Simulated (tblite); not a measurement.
**Molecular dynamics, with input and output: C5H8O3S (part 2 of 2)**

Continued. System: C5H8O3S, SMILES O=S(=O)(O)C1=CCCC1. Method: GFN2-xTB Langevin dynamics, gas phase (tblite 0.8.0). It belongs to a series of runs on one base structure; here: H on C replaced by SO3H.

Geometry of the input (Å):
```
O  2.2788  -0.3937  -1.9071
S  2.1337  0.0566  -0.5629
O  2.8235  1.2364  -0.1330
O  2.6054  -1.1385  0.4294
C  0.4240  0.1484  -0.1497
C  -0.1473  1.1046  0.5581
C  -1.6127  0.8436  0.7384
C  -1.8960  -0.3501  -0.1988
C  -0.5156  -0.9234  -0.5837
H  3.2149  -0.7776  1.0744
H  0.3548  1.9605  0.9709
H  -2.2117  1.7190  0.4869
H  -1.8165  0.5969  1.7832
H  -2.5240  -1.0979  0.2804
H  -2.4122  -0.0011  -1.0919
H  -0.4158  -1.1199  -1.6505
H  -0.2903  -1.8517  -0.0539
```

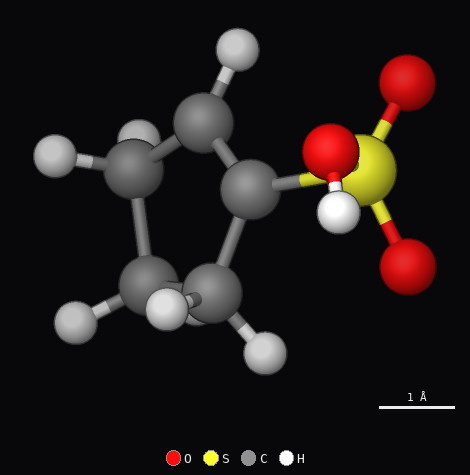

Figure 1. The geometry at step 31 of the log (ball-and-stick view, seen at a tilt).

Trajectory as extended XYZ, continued
```
17
Properties=species:S:1:pos:R:3:forces:R:3 step=21 time_fs=525.0 energy=-821.64010 temperature=343.4
O     2.1993    1.2622   -1.1226   -0.1121   0.4866   0.2846
S     1.9483    0.6645    0.1566   -0.2285   1.4547   0.4551
O     2.4701    1.3374    1.3685   -1.1193  -1.3329  -1.7817
O     2.5722   -0.7742    0.0033    0.1322  -1.2200   0.2142
C     0.1709    0.2526    0.0890    0.9206  -0.2350  -0.2064
C    -0.7719    0.8288    0.8056    0.1206  -0.7540  -1.1926
C    -2.1330    0.5310    0.2131    1.1262   0.6964   1.1025
C    -1.8617   -0.6364   -0.7313   -0.1160   1.2924  -1.5004
C    -0.3563   -0.6513   -1.0252    1.1556   0.4839   1.2382
H     3.2961   -1.0207    0.5702    0.1873   0.1129   0.3082
H    -0.5796    1.4602    1.6119    0.0104   0.8268   0.9352
H    -2.4268    1.4925   -0.1933   -0.3100  -0.0709  -0.7202
H    -2.8035    0.3477    1.0257   -0.7194  -0.5388   0.2964
H    -2.0802   -1.5354   -0.2225   -0.7068  -0.9315   0.1463
H    -2.4170   -0.4561   -1.6811    0.1455  -0.6724   0.7495
H    -0.0417   -0.2666   -1.9846   -0.1339   0.2288  -0.2490
H     0.1232   -1.6363   -0.9128   -0.3525   0.1729  -0.0799
17
Properties=species:S:1:pos:R:3:forces:R:3 step=22 time_fs=550.0 energy=-821.40773 temperature=339.8
O     2.0990    1.4215   -1.0638    0.5809  -0.6800   0.4119
S     1.8663    0.6695    0.1438    2.8238   0.7283   1.0080
O     2.4370    1.2040    1.3894   -1.3002  -0.2775  -1.3333
O     2.5213   -0.8633    0.1821   -0.3313   0.6229  -0.4594
C     0.2013    0.3512   -0.0063   -0.2255  -0.1152   1.0473
C    -0.7303    0.9323    0.7235   -0.0145   0.2488   1.1956
C    -2.0757    0.5201    0.1547    0.9851   0.1104   0.3916
C    -1.7342   -0.6383   -0.8418    0.3133   0.9601   1.4767
C    -0.2448   -0.4811   -1.1447    0.5767  -0.0028  -0.2145
H     3.0126   -0.8986    1.0100   -0.0775   0.0238  -0.2537
H    -0.5582    1.5722    1.6766   -0.3909  -1.1599  -1.9980
H    -2.4275    1.4080   -0.3550   -0.5491  -0.0050  -0.1620
H    -2.7074    0.2564    0.9833   -0.6105  -0.2216  -0.0056
H    -2.0236   -1.6084   -0.4292    0.1838   0.2605  -0.2567
H    -2.1569   -0.3931   -1.7454   -1.8369  -0.1312  -1.8685
H     0.0114    0.0393   -2.1113   -0.4745  -0.3475   0.8442
H     0.2365   -1.4534   -1.1976    0.3473  -0.0141   0.1764
17
Properties=species:S:1:pos:R:3:forces:R:3 step=24 time_fs=600.0 energy=-821.36369 temperature=360.5
O     2.4987    1.2853   -0.8593   -0.1672   1.5580  -1.7002
S     1.8589    0.7052    0.2456    1.3580   0.2136   1.1154
O     2.2858    1.2353    1.5249   -0.7095  -0.9000  -0.2764
O     2.3781   -0.8221    0.0039   -0.9133   0.0247   0.0497
C     0.1151    0.5293    0.0641    0.6648  -0.4006  -0.0373
C    -0.8807    0.7594    0.9140    0.6231  -1.4450  -2.2257
C    -2.1432    0.2495    0.2620    0.2662   0.2617  -0.1527
C    -1.7362   -0.6031   -0.9651    0.9675   0.9265  -1.2012
C    -0.1667   -0.1833   -1.2262   -2.4686  -0.6054   1.4559
H     2.7078   -1.2020    0.7894    0.4317  -0.5883   1.1135
H    -0.8168    1.1974    1.8542    0.0251   0.5812   1.0774
H    -2.6024    1.1378   -0.1316   -0.7707   0.4403   0.0585
H    -2.7926   -0.2459    0.9735   -0.1447  -0.1025  -0.0572
H    -1.8811   -1.6820   -0.7281    0.1951   0.8708  -0.6587
H    -2.3001   -0.2101   -1.9101    0.6730  -1.3129   1.7217
H    -0.1377    0.4896   -2.0541    0.1530   0.4795  -0.4903
H     0.5196   -1.0036   -1.4236   -0.1836  -0.0016   0.2076
17
Properties=species:S:1:pos:R:3:forces:R:3 step=25 time_fs=625.0 energy=-821.67059 temperature=468.4
O     2.5319    1.3653   -0.7987    0.6906   0.6482  -0.8526
S     1.9073    0.7217    0.2754   -1.9842  -0.0325   2.6842
O     2.0693    1.1577    1.6598    0.4078  -0.4190  -1.3871
O     2.2551   -0.8412    0.1613    0.3725  -0.5884   0.2275
C     0.1350    0.5492    0.0320    0.6245  -0.0389   0.4324
C    -0.8615    0.5953    0.9015    1.2652   0.5595   2.0048
C    -2.1227    0.1024    0.3023   -0.7598   0.3839   1.9284
C    -1.7285   -0.4191   -1.0335   -0.8232  -0.6243  -1.6660
C    -0.2454   -0.0820   -1.2445   -1.0759   0.0220   0.3012
H     2.1548   -1.3646    0.9685    0.0305   0.4314  -0.2057
H    -0.7644    0.9203    1.9983   -0.2085  -0.3774  -1.9138
H    -2.8480    0.9173    0.4112   -0.1434  -0.1606  -0.6025
H    -2.5129   -0.7359    0.8930   -0.0980   0.2682   0.2499
H    -1.9173   -1.4912   -0.9838    0.2373  -0.1359  -0.4626
H    -2.3406   -0.0250   -1.8780    0.3213  -0.1931   0.6213
H    -0.2387    0.6064   -2.0441    0.7265   0.7409  -1.0218
H     0.3668   -0.9355   -1.4306    0.4170  -0.4839  -0.3375
17
Properties=species:S:1:pos:R:3:forces:R:3 step=27 time_fs=675.0 energy=-821.63642 temperature=318.9
O     2.5338    1.2854   -0.5498    0.8864   1.0138  -1.5458
S     1.7683    0.6798    0.4490   -0.2178   0.2160   1.6755
O     1.8425    1.2761    1.7816   -0.1834  -1.1663  -1.1753
O     2.2468   -0.8794    0.4779    0.0703   0.2681   1.2370
C     0.1150    0.4164   -0.0409   -0.4206   0.1421   0.2801
C    -0.8162    0.3414    0.8934   -0.0500   0.4824   0.0659
C    -2.0995   -0.1862    0.4021   -0.2300  -0.1060  -1.8256
C    -1.8612   -0.1514   -1.1745   -1.2529   0.2444  -0.0516
C    -0.3507    0.0240   -1.4082    0.6796   0.6521  -0.2498
H     2.5570   -0.9757    1.3896   -0.0379  -0.3128  -0.4262
H    -0.6990    0.5093    1.9365    0.3620   0.2540   0.4045
H    -3.0605    0.2913    0.6378    0.5923   0.2609   0.1378
H    -2.1267   -1.1467    0.8736   -0.3506  -1.0890  -0.1902
H    -2.2608   -0.9684   -1.7999    0.2478  -0.1696   0.7936
H    -2.5023    0.6925   -1.5048    0.8565   0.0340  -0.0138
H    -0.0071    0.8021   -2.1855   -0.7635  -1.1503   1.0259
H     0.1264   -0.9443   -1.6482   -0.1881   0.4265  -0.1420
17
Properties=species:S:1:pos:R:3:forces:R:3 step=28 time_fs=700.0 energy=-821.66189 temperature=287.3
O     2.5606    1.2680   -0.5628    0.0358   0.3356  -0.0443
S     1.7701    0.6985    0.4769   -1.0878  -0.2106   1.3451
O     1.7177    1.2867    1.8035    0.4035  -0.1283  -1.1846
O     2.2566   -0.8395    0.6646   -0.6482  -0.1419  -0.2566
C     0.0801    0.3597    0.0103   -1.4139  -1.2941   1.7214
C    -0.8931    0.1578    0.9412    0.8272   1.2445  -0.3036
C    -2.2113   -0.2350    0.3291    2.0838  -0.7613  -1.3244
C    -1.9697   -0.0779   -1.1983    0.3021  -1.2774  -0.4014
C    -0.3955    0.0081   -1.3694   -1.1180   0.6227   0.7423
H     3.1653   -0.9074    0.9170    0.5852   0.0548   0.1567
H    -0.8895    0.3477    2.0350    0.4952  -0.1447  -1.0894
H    -3.0619    0.2650    0.6733   -1.0086   0.8287   0.5658
H    -2.2753   -1.2797    0.5560   -0.4818  -0.8098   0.2198
H    -2.3480   -0.9323   -1.8089    0.3566   0.1128   0.7243
H    -2.5952    0.7128   -1.5840    0.5871   0.8775  -0.0351
H    -0.0967    0.8435   -1.9466    0.1290   0.7397  -1.1527
H     0.0348   -0.8913   -1.8070   -0.0472  -0.0483   0.3166
17
Properties=species:S:1:pos:R:3:forces:R:3 step=30 time_fs=750.0 energy=-821.48358 temperature=288.3
O     2.3315    1.2878   -0.5030   -0.1568  -0.5947   0.1355
S     1.7009    0.6237    0.6129   -0.2389   0.1299  -0.7262
O     1.6645    1.3743    1.8189   -0.1761  -0.3588   0.5327
O     2.4758   -0.8180    0.7875    0.0890   1.0860  -0.7641
C     0.0378    0.1070    0.1331    2.9832   1.3831  -3.1271
C    -0.9405    0.1401    0.9448   -2.4669  -0.9758   2.6475
C    -2.2721   -0.0405    0.2803   -0.9168  -0.4394  -0.2195
C    -1.9212    0.0823   -1.2230   -0.1336   0.1976   0.6329
C    -0.3777    0.0173   -1.3167   -0.4298   0.8883  -1.1680
H     3.0300   -0.6752    0.0028    0.0404  -0.6664   0.4956
H    -0.7378    0.0945    2.0045   -0.5024   0.3034   0.0893
H    -2.9836    0.7613    0.5667    0.3817  -0.5374   0.0997
H    -2.8065   -1.0378    0.3977    0.8524   1.0819   0.5828
H    -2.4076   -0.7215   -1.7493   -0.0386  -0.1159  -0.4650
H    -2.3288    1.0378   -1.5508    0.2891  -0.0651  -0.3776
H    -0.0827    0.7610   -2.1497    0.2588  -0.6858   1.8663
H    -0.0594   -0.9377   -1.6896    0.1654  -0.6307  -0.2347
17
Properties=species:S:1:pos:R:3:forces:R:3 step=31 time_fs=775.0 energy=-821.65629 temperature=264.2
O     2.1617    1.2543   -0.5765    0.1449  -0.1345   1.0850
S     1.6826    0.6439    0.6520   -0.1214   0.0671  -1.2476
O     1.6403    1.3410    1.8897    0.2254   0.1546   0.0375
O     2.5770   -0.6988    0.8621   -0.4204   0.1509   0.1514
C     0.0372    0.1489    0.2293   -0.6976   0.0399   0.0841
C    -1.0251    0.1038    1.0523    2.7157   1.3868   0.2846
C    -2.2644    0.0239    0.3238   -2.0753  -1.3639  -1.2133
C    -1.8849    0.1925   -1.2152   -0.0063   0.3937   1.6973
C    -0.3255   -0.0215   -1.2166   -0.8946  -1.0352  -0.3850
H     3.0705   -0.8667    0.0632    0.1063  -0.0102  -0.1839
H    -0.8644    0.4301    2.0817   -0.4566  -0.6349  -0.2393
H    -3.0327    0.7313    0.7090    0.4844  -0.3876  -0.4484
H    -2.7079   -1.0095    0.3887    0.2013   0.7423   0.3630
H    -2.5351   -0.4723   -1.8194    0.8343   0.5219   0.1526
H    -2.0969    1.2582   -1.3961    0.1374  -0.4978  -0.5518
H     0.1268    0.6464   -1.9490    0.2690   0.0952   0.4861
H    -0.0179   -1.0586   -1.4965   -0.4465   0.5116  -0.0725
17
Properties=species:S:1:pos:R:3:forces:R:3 step=33 time_fs=825.0 energy=-821.54908 temperature=230.0
O     2.1617    1.3881   -0.4662   -0.0519  -0.8460   1.2886
S     1.6816    0.7210    0.7461   -1.5011   0.7077  -2.3828
O     1.5700    1.4732    1.9362    0.4001   0.0912   0.7552
O     2.4783   -0.6406    0.9301    0.8779  -0.2365  -0.4589
C     0.0226    0.1325    0.3440    0.3103  -0.9291  -1.0197
C    -1.0181    0.1558    1.1315   -2.2098  -0.2440   0.2234
C    -2.3307   -0.1431    0.3698    2.1762   0.8283  -1.7078
C    -1.8607    0.2793   -1.0913   -0.8783  -0.7378   1.2152
C    -0.4197   -0.1834   -1.0951    0.7503   1.0780  -0.0463
H     3.0223   -0.7534    0.1294   -0.3310  -0.0060   0.5826
H    -1.1237    0.3228    2.1743    0.4339   0.2698   0.5039
H    -3.1977    0.4171    0.5855   -0.6653   0.6337   0.8840
H    -2.5574   -1.1796    0.3852   -0.1401  -0.9715   0.1564
H    -2.4560   -0.2037   -1.8567   -0.1120  -0.0431  -0.1364
H    -1.9954    1.3497   -1.1602    0.2517   0.2317  -0.1293
H     0.2277    0.4533   -1.6805    0.1291   0.0992  -0.6565
H    -0.4186   -1.1908   -1.5387    0.5598   0.0743   0.9283
17
Properties=species:S:1:pos:R:3:forces:R:3 step=34 time_fs=850.0 energy=-821.57579 temperature=313.2
O     2.2265    1.4397   -0.3940   -0.6709   0.0461  -0.2861
S     1.5646    0.8251    0.7243    2.4328  -0.8852  -0.4681
O     1.6323    1.5157    1.9549   -0.6418   0.0579   0.6164
O     2.4706   -0.5869    0.9103   -0.7571   0.4843  -0.8146
C    -0.0292    0.2425    0.2862    0.0581  -0.8524   0.8962
C    -1.0139    0.1065    1.1608   -1.5925   0.5119  -0.5674
C    -2.3465   -0.1220    0.4065    0.1860  -0.6681  -0.4486
C    -1.8985    0.2301   -1.0403   -0.4208   0.0115   0.2522
C    -0.4068   -0.1501   -1.0932    0.1879   3.2574  -1.0318
H     2.8238   -0.7576    0.0157   -0.1459   0.0823   0.8025
H    -1.0079    0.2673    2.2177    0.2130   0.0998   0.1298
H    -3.2483    0.5168    0.6729    1.3243  -0.9411   0.2102
H    -2.6146   -1.2255    0.4070    0.0879   1.2076   0.3969
H    -2.4522   -0.3055   -1.7821   -0.4580  -0.4007  -0.4342
H    -2.1261    1.2925   -1.1889    0.5848  -0.1126  -0.0885
H     0.1747    0.5195   -1.8243   -0.7302  -1.0197   0.7484
H    -0.2957   -1.1674   -1.3699    0.3424  -0.8789   0.0867
17
Properties=species:S:1:pos:R:3:forces:R:3 step=36 time_fs=900.0 energy=-821.65509 temperature=357.3
O     2.1880    1.6869   -0.2848   -0.0577  -0.6663  -0.3867
S     1.5311    0.9439    0.7497   -0.2377  -0.2404   0.5790
O     1.4905    1.5926    2.0154    0.0177  -0.2627   0.4691
O     2.2623   -0.5674    0.8889   -1.0151   1.3353   0.2282
C    -0.1249    0.4203    0.3394   -0.7818   1.5492   1.9869
C    -1.1701    0.4217    1.2022    1.3808  -0.8748  -2.3402
C    -2.3838   -0.1812    0.5141    1.0446   0.1399   0.2485
C    -2.0490   -0.0980   -0.9739    0.4372   0.4488  -0.7387
C    -0.4468    0.1080   -1.0326   -2.1747  -2.2803  -0.4411
H     2.9154   -0.5060    0.2179    0.8213  -0.2192  -0.6156
H    -1.1277    0.7347    2.2011    0.0379   0.0547   0.9110
H    -3.2445    0.3627    0.8663   -0.5508  -0.1440  -0.2781
H    -2.4386   -1.2435    0.7071   -0.2481  -0.1929   0.7833
H    -2.4568   -0.9545   -1.5747    0.7082   0.6432   0.6413
H    -2.5429    0.7970   -1.3577    0.2683   0.0556  -0.2631
H    -0.1949    0.7764   -1.8130    0.4272   0.9092  -0.3480
H     0.0480   -0.8438   -1.2355   -0.0774  -0.2553  -0.4357
17
Properties=species:S:1:pos:R:3:forces:R:3 step=37 time_fs=925.0 energy=-821.77147 temperature=321.2
O     2.1791    1.6950   -0.2332   -0.0267  -0.0202   0.0202
S     1.4766    1.0162    0.8229   -1.2722   0.4193  -1.4624
O     1.4459    1.6514    2.0934   -0.0320  -0.2157   0.4984
O     2.1330   -0.4538    0.8520    0.5247   0.0256  -0.0019
C    -0.2344    0.5748    0.2913    2.6295   0.7654   0.7554
C    -1.1728    0.5060    1.1907   -0.4891  -0.4661   0.8099
C    -2.3923   -0.1741    0.6130    0.9916   1.5386  -0.1835
C    -2.0642   -0.2003   -0.8907   -0.7137   0.2140   0.3303
C    -0.5875    0.1460   -1.0480    0.2136  -0.7533  -1.2812
H     2.9499   -0.3171    0.3464   -0.3595  -0.3033   0.2609
H    -1.0211    0.8319    2.2097   -0.2727  -0.2002  -0.1237
H    -3.2590    0.3582    0.9449   -0.7530   0.1888  -0.2740
H    -2.4299   -1.1690    0.9285   -0.1652  -1.4630   0.9378
H    -2.2751   -1.1576   -1.2711   -0.2048  -1.3701  -0.4977
H    -2.7101    0.4602   -1.4436   -0.0915   0.6024  -0.1421
H    -0.5345    0.9219   -1.7921    0.5086   0.5815  -0.1925
H     0.0430   -0.6903   -1.4488   -0.4876   0.4564   0.5462
17
Properties=species:S:1:pos:R:3:forces:R:3 step=39 time_fs=975.0 energy=-821.45353 temperature=253.7
O     2.0866    1.8720   -0.2439   -0.8767  -1.6158   0.4737
S     1.3637    1.0786    0.7481    1.5122   1.7449   1.4542
O     1.4267    1.6156    2.0768    0.0739  -0.0196   0.0061
O     1.9245   -0.4576    0.8633   -1.3029   0.6180   0.2000
C    -0.2776    0.7010    0.4520   -0.5155  -0.7852  -0.4666
C    -1.1856    0.3954    1.3872    0.7890   0.6248  -2.1295
C    -2.3910   -0.1672    0.6823   -0.5824   0.2386   1.3038
C    -1.9956   -0.2932   -0.8312   -0.0844  -1.2664   0.9881
C    -0.5721    0.3645   -0.9734   -1.7844   0.7090  -0.0830
H     2.6935   -0.4196    0.3578    1.7992  -0.3036  -1.0031
H    -1.0292    0.6077    2.4206   -0.2224  -0.1055   0.2025
H    -3.2603    0.5385    0.8113    0.6534  -0.7564  -0.0277
H    -2.6018   -1.1125    1.2853   -0.1780   0.8233  -1.3182
H    -1.9097   -1.4071   -0.9775    0.0136   1.0812  -0.3734
H    -2.8295    0.0792   -1.4403    0.6637   0.0440  -0.0090
H    -0.4809    1.2910   -1.5995   -0.6027  -0.5251   0.5214
H     0.0792   -0.3214   -1.4755    0.6443  -0.5062   0.2607
17
Properties=species:S:1:pos:R:3:forces:R:3 step=40 time_fs=1000.0 energy=-821.27293 temperature=327.5
O     2.0640    1.7653   -0.3300   -0.6768  -0.2475   1.9938
S     1.3954    1.1361    0.8203    1.3158   0.3644  -1.9093
O     1.3680    1.7237    2.1286    1.0081  -0.3713  -0.3728
O     1.8759   -0.4404    0.6673    1.9519   0.1620   0.4982
C    -0.1952    0.6798    0.4623   -1.5422  -0.1681  -0.6938
C    -1.1004    0.3566    1.3685   -0.7091  -0.0779  -0.8744
C    -2.3799   -0.1649    0.6880    1.3564  -0.7891   0.9416
C    -1.9392   -0.3725   -0.8005   -0.9610  -1.0913   0.6528
C    -0.6030    0.4456   -0.9424   -3.2644   1.0262   0.3459
H     2.8363   -0.5688    0.3996   -1.6201   0.3632   0.4492
H    -0.9419    0.4831    2.4199   -0.2085  -0.0874   0.1105
H    -3.1494    0.5591    0.7719   -0.7402   0.7016   0.1465
H    -2.7047   -1.0820    1.2716    0.2365   0.7971  -1.0331
H    -1.9064   -1.5387   -0.8754    0.5757   2.0936  -0.5375
H    -2.7058    0.0172   -1.5256    0.6617  -0.5759   0.7719
H    -0.8454    1.3922   -1.5189    0.3574  -0.6984   0.8622
H     0.0357   -0.0836   -1.5265    2.2588  -1.4012  -1.3517
```

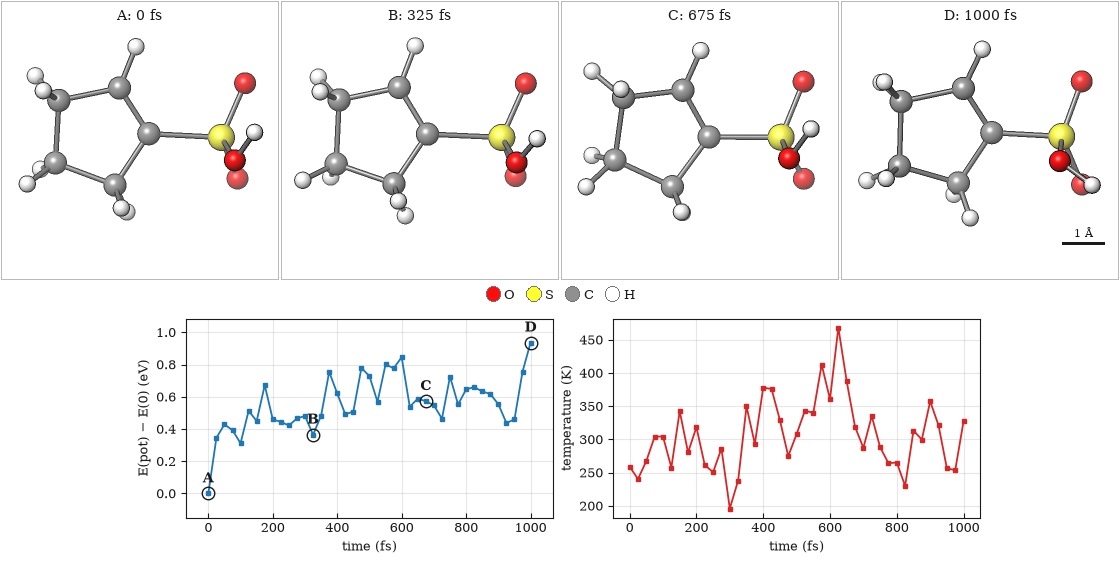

Figure 2. Frames of the molecular dynamics (ball-and-stick, seen at a tilt) above the curves, on which the letters mark them. The trajectory kept here has 41 frames over 1000 fs. The temperature starts at 259 K, ranges from 196 to 468 K and averages 321 K over the second half. The potential energy ends 0.936 eV above its first value. After an unweighted best fit of the last frame on the first, the root-mean-square displacement is 0.49 Å, and H10 has moved furthest (0.90 Å).
